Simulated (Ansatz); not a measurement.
# Geometry relaxation, with input and output: SiH$_{2}$ClF

SiH$_{2}$ClF, computed with RKS BLYP-D4/def2-SVP (Ansatz 0.2.0).

The input holds or restrains some coordinates. It belongs to a series of runs on one base structure; here: pulled along the bonds that form and break, towards end B.

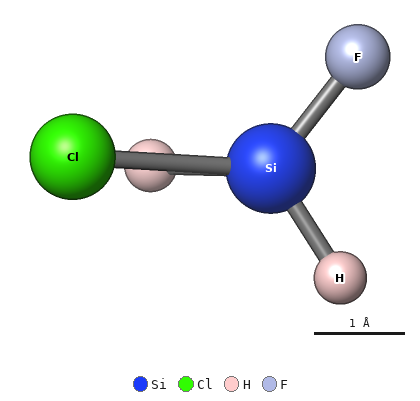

*The input geometry (ball-and-stick view, seen on its broad side).*

Bond lengths as drawn: Cl–Si 2.33 Å, F–Si 1.59 Å and H–Si 1.46 to 1.66 Å.

## The input
```yaml
crystal:
  periodic: [false, false, false]
  atoms:
    - { symbol: Si, position_ang: [0.0, 0.0, 0.0] }
    - { symbol: Cl, position_ang: [1.2713, 0.0, 1.9526] }
    - { symbol: H, position_ang: [1.6559, 0.0, 0.1178] }
    - { symbol: H, position_ang: [-0.6877, 1.1914, -0.4862] }
    - { symbol: F, position_ang: [-0.7489, -1.2974, -0.5295] }
basis:
  gaussian: { orbitals: def2-SVP }
hamiltonian:
  xc: blyp
  dispersion: d4
relax:
  f_tol: 0.15
  max_steps: 25
  restrain:
    - { distance: [1, 2], at: 1.37, k: 30.0 }
    - { distance: [0, 1], at: 3.33, k: 30.0 }
    - { distance: [0, 2], at: 2.66, k: 30.0 }
output:
  orbitals: {}
```

Machine: 1 thread of Arm Neoverse V2, 24 GiB of memory available, shared host.

Launch command:
```bash
ansatz run input.yaml --threads 1 --pin off --max-ram 2048MiB --backend cpu --events-out ev --progress --plain --runs-dir out
```

## The program's output
```
The last accepted step is kept in [file] (removed where the run ends without a failure and the disk answers)
Engine: ansatz 0.2.0, aarch64-unknown-linux-gnu
Functional definition: BLYP
  parameter beta = 0.0042
  parameter a = 0.04918
  parameter b = 0.132
  parameter c = 0.2533
  parameter d = 0.349
  exchange = b88_x(beta = beta)
  correlation = lyp_c(a = a, b = b, c = c, d = d)
655 factors; their error is unknown
mean field evaluation 1: about -23138.2120 eV, gradient 3.4e1 eV
mean field evaluation 2: about -23131.4444 eV, gradient 7.1e1 eV
mean field evaluation 4: about -23140.4185 eV, gradient 1.6e0 eV
mean field evaluation 8: about -23140.3750 eV, gradient 9.6e-2 eV
mean field -23140.37497753 eV, -850.3930953146 hartree, gradient 7.0e-5 eV, S^2 0.000000; 0 other end points of the search recorded, 0 dependent functions left out
the calculation of the forces begins
reference -23140.37524645 eV, -850.3931051972 hartree; 21, 21 occupied and 39, 39 virtual orbitals, 655 factors
relax step   1: F+E_penalty+E_count = -23140.56753167 eV  Δ(F+E_penalty+E_count) = +0.000e0 eV  max|allowed force component| = 5.585e0 eV/Å  E_restraint = 33.81823442 eV  max|allowed force component, restraints' pulls added| = 4.071e1 eV/Å  Δτ_max = 0.0000 Å  (24 SCF iters, accepted)
  distance Cl 1 - H 2 = 1.8747 Å
  distance Si 0 - Cl 1 = 2.3300 Å
  distance Si 0 - H 2 = 1.6601 Å
these checks for a lower state are left out or cut short: starts, cluster_reference, orbital_swaps, neighbouring_geometries, increment
655 factors; their error is unknown
mean field evaluation 16: about -23138.2139 eV, gradient 1.3e1 eV
mean field -23138.70080497 eV, -850.3315706078 hartree, gradient 1.0e-5 eV, S^2 0.000000; 0 other end points of the search recorded, 0 dependent functions left out
the calculation of the forces begins
reference -23138.70107978 eV, -850.3315807071 hartree; 21, 21 occupied and 39, 39 virtual orbitals, 655 factors
relax step   2: F+E_penalty+E_count = -23138.90791479 eV  Δ(F+E_penalty+E_count) = +1.660e0 eV  max|allowed force component| = 8.377e0 eV/Å  E_restraint = 18.44403919 eV  max|allowed force component, restraints' pulls added| = 2.519e1 eV/Å  Δτ_max = 0.1962 Å  (35 SCF iters, accepted)
  distance Cl 1 - H 2 = 1.8238 Å
  distance Si 0 - Cl 1 = 2.6014 Å
  distance Si 0 - H 2 = 1.9581 Å
these checks for a lower state are left out or cut short: starts, cluster_reference, orbital_swaps, neighbouring_geometries, increment
655 factors; their error is unknown
mean field -23137.53403720 eV, -850.2886926832 hartree, gradient 1.1e-5 eV, S^2 0.000000; 0 other end points of the search recorded, 0 dependent functions left out
the calculation of the forces begins
reference -23137.53431743 eV, -850.2887029816 hartree; 21, 21 occupied and 39, 39 virtual orbitals, 655 factors
relax step   3: F+E_penalty+E_count = -23137.73006310 eV  Δ(F+E_penalty+E_count) = +1.178e0 eV  max|allowed force component| = 9.079e0 eV/Å  E_restraint = 7.38639278 eV  max|allowed force component, restraints' pulls added| = 1.367e1 eV/Å  Δτ_max = 0.1948 Å  (35 SCF iters, accepted)
  distance Cl 1 - H 2 = 1.7008 Å
  distance Si 0 - Cl 1 = 2.8768 Å
  distance Si 0 - H 2 = 2.2386 Å
these checks for a lower state are left out or cut short: starts, cluster_reference, orbital_swaps, neighbouring_geometries, increment
655 factors; their error is unknown
mean field evaluation 32: about -23137.6255 eV, gradient 1.2e1 eV
mean field -23138.25870078 eV, -850.3153235787 hartree, gradient 7.1e-6 eV, S^2 0.000000; 0 other end points of the search recorded, 0 dependent functions left out
the calculation of the forces begins
reference -23138.25898701 eV, -850.3153340975 hartree; 21, 21 occupied and 39, 39 virtual orbitals, 655 factors
relax step   4: F+E_penalty+E_count = -23138.43640956 eV  Δ(F+E_penalty+E_count) = -7.063e-1 eV  max|allowed force component| = 7.029e0 eV/Å  E_restraint = 1.40158408 eV  max|allowed force component, restraints' pulls added| = 8.240e0 eV/Å  Δτ_max = 0.1949 Å  (35 SCF iters, accepted)
  distance Cl 1 - H 2 = 1.5110 Å
  distance Si 0 - Cl 1 = 3.1261 Å
  distance Si 0 - H 2 = 2.4812 Å
these checks for a lower state are left out or cut short: starts, cluster_reference, orbital_swaps, neighbouring_geometries, increment
655 factors; their error is unknown
mean field -23139.62736303 eV, -850.3656209887 hartree, gradient 1.2e-5 eV, S^2 0.000000; 0 other end points of the search recorded, 0 dependent functions left out
the calculation of the forces begins
reference -23139.62765792 eV, -850.3656318254 hartree; 21, 21 occupied and 39, 39 virtual orbitals, 655 factors
relax step   5: F+E_penalty+E_count = -23139.79599214 eV  Δ(F+E_penalty+E_count) = -1.360e0 eV  max|allowed force component| = 4.163e0 eV/Å  E_restraint = 0.03833724 eV  max|allowed force component, restraints' pulls added| = 2.790e0 eV/Å  Δτ_max = 0.1946 Å  (34 SCF iters, accepted)
  distance Cl 1 - H 2 = 1.3575 Å
  distance Si 0 - Cl 1 = 3.2862 Å
  distance Si 0 - H 2 = 2.6381 Å
these checks for a lower state are left out or cut short: starts, cluster_reference, orbital_swaps, neighbouring_geometries, increment
655 factors; their error is unknown
mean field -23140.17021604 eV, -850.3855704687 hartree, gradient 7.3e-6 eV, S^2 0.000000; 0 other end points of the search recorded, 0 dependent functions left out
the calculation of the forces begins
reference -23140.17050593 eV, -850.3855811220 hartree; 21, 21 occupied and 39, 39 virtual orbitals, 655 factors
relax step   6: F+E_penalty+E_count = -23140.33592145 eV  Δ(F+E_penalty+E_count) = -5.399e-1 eV  max|allowed force component| = 2.238e0 eV/Å  E_restraint = 0.00137685 eV  max|allowed force component, restraints' pulls added| = 2.238e0 eV/Å  Δτ_max = 0.1944 Å  (32 SCF iters, accepted)
  distance Cl 1 - H 2 = 1.3661 Å
  distance Si 0 - Cl 1 = 3.3374 Å
  distance Si 0 - H 2 = 2.6553 Å
these checks for a lower state are left out or cut short: starts, cluster_reference, orbital_swaps, neighbouring_geometries, increment
655 factors; their error is unknown
mean field -23140.44096781 eV, -850.3955204127 hartree, gradient 5.0e-6 eV, S^2 0.000000; 0 other end points of the search recorded, 0 dependent functions left out
the calculation of the forces begins
reference -23140.44125651 eV, -850.3955310223 hartree; 21, 21 occupied and 39, 39 virtual orbitals, 655 factors
relax step   7: F+E_penalty+E_count = -23140.60731083 eV  Δ(F+E_penalty+E_count) = -2.714e-1 eV  max|allowed force component| = 1.324e0 eV/Å  E_restraint = 0.00147706 eV  max|allowed force component, restraints' pulls added| = 1.378e0 eV/Å  Δτ_max = 0.1948 Å  (34 SCF iters, accepted)
  distance Cl 1 - H 2 = 1.3662 Å
  distance Si 0 - Cl 1 = 3.3364 Å
  distance Si 0 - H 2 = 2.6666 Å
these checks for a lower state are left out or cut short: starts, cluster_reference, orbital_swaps, neighbouring_geometries, increment
655 factors; their error is unknown
mean field evaluation 64: about -23140.5152 eV, gradient 2.2e0 eV
mean field -23140.47791807 eV, -850.3968783096 hartree, gradient 1.5e-5 eV, S^2 0.000000; 0 other end points of the search recorded, 0 dependent functions left out
the calculation of the forces begins
reference -23140.47820811 eV, -850.3968889685 hartree; 21, 21 occupied and 39, 39 virtual orbitals, 655 factors
relax step   8: F+E_penalty+E_count = -23140.64495288 eV  Δ(F+E_penalty+E_count) = -3.764e-2 eV  max|allowed force component| = 7.830e-1 eV/Å  E_restraint = 0.01728375 eV  max|allowed force component, restraints' pulls added| = 4.353e-1 eV/Å  Δτ_max = 0.0419 Å  (27 SCF iters, accepted)
  distance Cl 1 - H 2 = 1.3388 Å
  distance Si 0 - Cl 1 = 3.3346 Å
  distance Si 0 - H 2 = 2.6725 Å
these checks for a lower state are left out or cut short: starts, cluster_reference, orbital_swaps, neighbouring_geometries, increment
655 factors; their error is unknown
mean field -23140.48129238 eV, -850.3970023135 hartree, gradient 1.0e-5 eV, S^2 0.000000; 0 other end points of the search recorded, 0 dependent functions left out
the calculation of the forces begins
reference -23140.48158049 eV, -850.3970129012 hartree; 21, 21 occupied and 39, 39 virtual orbitals, 655 factors
relax step   9: F+E_penalty+E_count = -23140.64929541 eV  Δ(F+E_penalty+E_count) = -4.343e-3 eV  max|allowed force component| = 8.417e-1 eV/Å  E_restraint = 0.01224367 eV  max|allowed force component, restraints' pulls added| = 9.708e-2 eV/Å  Δτ_max = 0.1150 Å  (27 SCF iters, accepted)
  distance Cl 1 - H 2 = 1.3418 Å
  distance Si 0 - Cl 1 = 3.3252 Å
  distance Si 0 - H 2 = 2.6608 Å
```

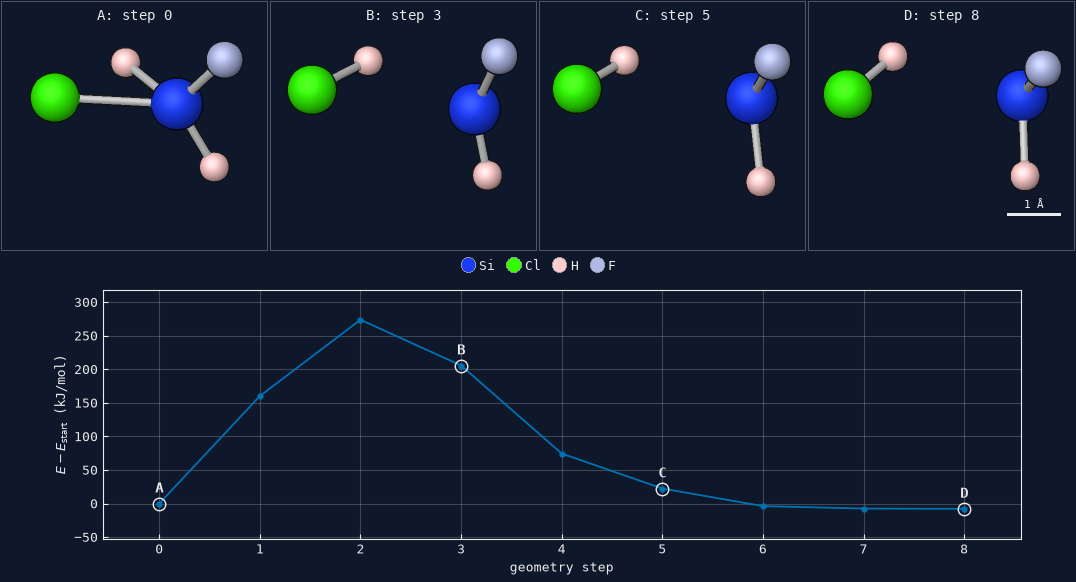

*Frames of the restrained relaxation (ball-and-stick view, seen at a tilt) above the curves, on which the letters mark them (the first geometry is step 0 here and step 1 in the log).*

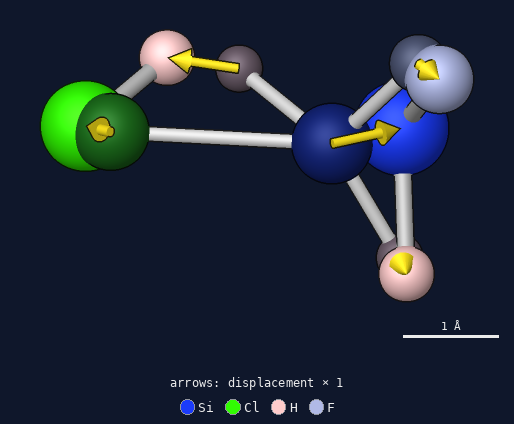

*Start (faint) and end (solid) with the displacements as yellow arrows, at true length (ball-and-stick view, seen at a tilt). The two geometries are laid on each other by the best rigid fit.*

Si1 moves most after the best rigid fit: 0.82 Å. Largest moves by element: Si 0.82 Å, H 0.77 Å, Cl 0.40 Å, F 0.34 Å. Among the contacts that change: Si1–H3 1.660 → 2.661 Å, Si1–Cl2 2.330 → 3.325 Å, Cl2–H3 1.875 → 1.342 Å, Si1–H4 1.459 → 1.558 Å. New bonds form: Cl2–H3 (1.87 → 1.34 Å). Bonds break: Si1–Cl2 (2.33 → 3.33 Å), Si1–H3 (1.66 → 2.66 Å). Among the angles that change: H4–Si1–F5 109.5° → 98.2°. Over 8 geometry steps the energy falls by 7.89 kJ/mol. Largest force component: 5.6 eV/Å at the start, 0.84 eV/Å at the end. (Atoms are counted from 1 in the order of the input.)

```
655 factors; their error is unknown
mean field -23140.48129238 eV, -850.3970023135 hartree, gradient 1.0e-5 eV, S^2 0.000000; 1 other end points of the search recorded, 0 dependent functions left out
the calculation of the forces begins
reference -23140.48158049 eV, -850.3970129012 hartree; 21, 21 occupied and 39, 39 virtual orbitals, 655 factors
Total energy: -23140.64958351 eV, -850.4031868984 hartree
Atom 0 at    -0.101116     0.008875    -0.807820 Å, force     0.058561     0.027078     0.141531 eV/Å
Atom 1 at     1.685212     0.130062     1.994234 Å, force     0.126076    -0.143884    -0.841706 eV/Å
Atom 2 at     2.066305    -0.112785     0.730773 Å, force    -0.202058     0.136775     0.711962 eV/Å
Atom 3 at    -1.051462     1.143068    -0.321254 Å, force     0.016943    -0.018896    -0.011879 eV/Å
Atom 4 at    -1.108339    -1.275220    -0.541233 Å, force     0.000478    -0.001073     0.000091 eV/Å
Dipole moment:     0.220664     0.128112    -0.160700 e Å
```

## Trajectory as extended XYZ (Å, eV, eV/Å), 9 frames, from step=1 to step=9
```
5
Properties=species:S:1:pos:R:3:forces:R:3 step=1 energy=-23140.56753
Si    0.0000    0.0000    0.0000    5.5848   0.8518   0.4989
Cl    1.2713    0.0000    1.9526   -1.8846  -0.0156   1.9741
H     1.6559    0.0000    0.1178   -1.8458  -0.0688  -3.0518
H    -0.6877    1.1914   -0.4862   -0.7765   0.5247   0.4586
F    -0.7489   -1.2974   -0.5295   -1.0778  -1.2922   0.1201
5
Properties=species:S:1:pos:R:3:forces:R:3 step=2 energy=-23138.90791
Si   -0.1577    0.0182   -0.1154    8.3769   0.1858   1.1578
Cl    1.3664    0.0001    1.9927   -1.2705   0.0416   1.1405
H     1.7723   -0.0001    0.2146   -2.4235   0.0042  -1.8615
H    -0.7103    1.2106   -0.4936   -2.3654   2.3872  -0.1164
F    -0.7801   -1.3348   -0.5438   -2.3175  -2.6188  -0.3204
5
Properties=species:S:1:pos:R:3:forces:R:3 step=3 energy=-23137.73006
Si   -0.2896    0.0277   -0.2583    9.0791  -0.2722   0.6845
Cl    1.4796   -0.0016    2.0099    0.2349   0.0778  -0.2382
H     1.8637   -0.0031    0.3530   -1.9866  -0.0136   0.5514
H    -0.7474    1.2448   -0.4987   -3.8358   4.1142  -0.4067
F    -0.8157   -1.3738   -0.5512   -3.4916  -3.9061  -0.5911
5
Properties=species:S:1:pos:R:3:forces:R:3 step=4 energy=-23138.43641
Si   -0.3493    0.0431   -0.4267    7.0288  -2.2682  -0.4858
Cl    1.6108   -0.0019    2.0082    0.7435   0.0648  -1.6893
H     1.9382   -0.0062    0.5330   -1.2259  -0.0298   2.0341
H    -0.8209    1.3107   -0.4994   -3.8809   3.5078   0.1012
F    -0.8882   -1.4516   -0.5604   -2.6655  -1.2746   0.0398
5
Properties=species:S:1:pos:R:3:forces:R:3 step=5 energy=-23139.79599
Si   -0.2986   -0.0165   -0.6049    4.1632   1.4132  -0.9666
Cl    1.7008   -0.0017    2.0030    0.2309   0.0443  -0.8095
H     2.0054   -0.0102    0.6802   -0.4004  -0.0399   0.8523
H    -0.9443    1.3778   -0.4793   -1.6938  -0.1312   0.4609
F    -0.9728   -1.4553   -0.5444   -2.2999  -1.2864   0.4629
5
Properties=species:S:1:pos:R:3:forces:R:3 step=6 energy=-23140.33592
Si   -0.1575    0.0198   -0.7336   -0.3287  -1.4306   0.1015
Cl    1.7128    0.0020    2.0305    0.2421   0.0310  -1.2914
H     2.0697   -0.0096    0.7120   -0.3610  -0.0287   1.1863
H    -1.0423    1.3285   -0.4436   -0.2635  -0.8092   0.1173
F    -1.0921   -1.4467   -0.5106    0.7111   2.2375  -0.1137
5
Properties=species:S:1:pos:R:3:forces:R:3 step=7 energy=-23140.60731
Si   -0.0897   -0.0021   -0.7721   -0.4712  -0.3047   0.2057
Cl    1.7149    0.0137    2.0341    0.2972   0.0172  -1.3241
H     2.1150   -0.0008    0.7279   -0.3916  -0.0218   1.2195
H    -1.0913    1.1467   -0.4211    0.1496  -0.0145  -0.0058
F    -1.1583   -1.2635   -0.5140    0.4160   0.3238  -0.0952
5
Properties=species:S:1:pos:R:3:forces:R:3 step=8 energy=-23140.64495
Si   -0.1039   -0.0149   -0.7886    0.0393   0.1136   0.0960
Cl    1.7026    0.0215    2.0140    0.1205   0.0161  -0.7830
H     2.0928   -0.0009    0.7335   -0.1973  -0.0227   0.6744
H    -1.0602    1.1582   -0.3956    0.0534  -0.0746   0.0029
F    -1.1406   -1.2700   -0.5086   -0.0159  -0.0324   0.0097
5
Properties=species:S:1:pos:R:3:forces:R:3 step=9 energy=-23140.64929
Si   -0.1011    0.0089   -0.8078    0.0586   0.0271   0.1415
Cl    1.6852    0.1301    1.9942    0.1261  -0.1439  -0.8417
H     2.0663   -0.1128    0.7308   -0.2021   0.1368   0.7120
H    -1.0515    1.1431   -0.3213    0.0169  -0.0189  -0.0119
F    -1.1083   -1.2752   -0.5412    0.0005  -0.0011   0.0001
```

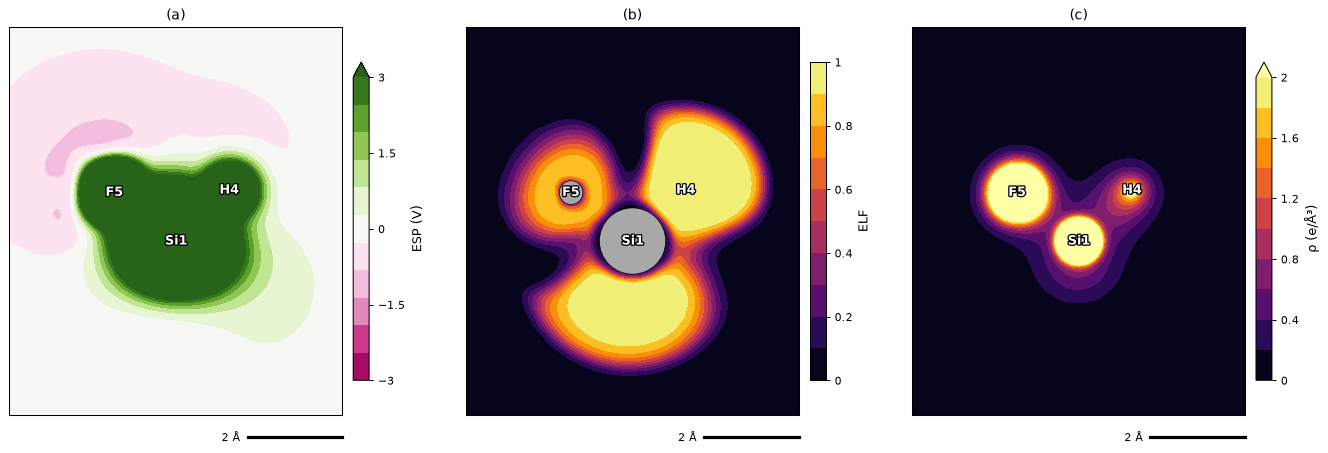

*(a) electrostatic potential; (b) ELF; (c) electron density on the plane of atoms H4, Si1 and F5. Grey discs, where drawn, cover atomic cores.*

The section cuts through Si, H and F sites. Si–F (1.65 Å): ρ is about 0.93 e/Å³ halfway; the ELF peaks at about 0.85 between the atoms. Si–H (1.56 Å): ρ at the midpoint is about 0.72 e/Å³; the ELF climbs to about 1 towards the hydrogen, as it does in any bond to H.

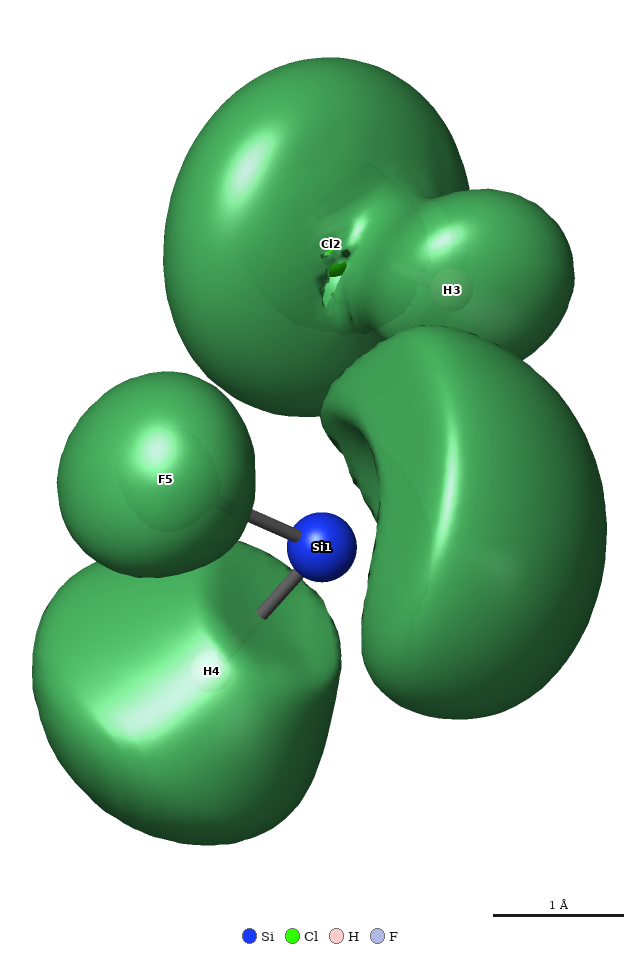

*Isosurface of the ELF at 0.75 (green), seen at an oblique angle. Only the valence region is drawn (cores and ρ < 0.01 e/Å³ removed).*

Values along the shortest contacts: Si–F (1.65 Å): the ELF peaks at about 0.85 between the atoms.

## Summary

| quantity | value |
| --- | --- |
| outcome | converged under the restraints of the input |
| total energy | −23140.6496 eV |
| mean-field energy | −23140.4816 eV |
| largest force (length of the vector) at the end, held atoms and coordinates included | 0.863 eV/Å |
| wall time | 12 s |
| peak memory | 0.12 GiB |
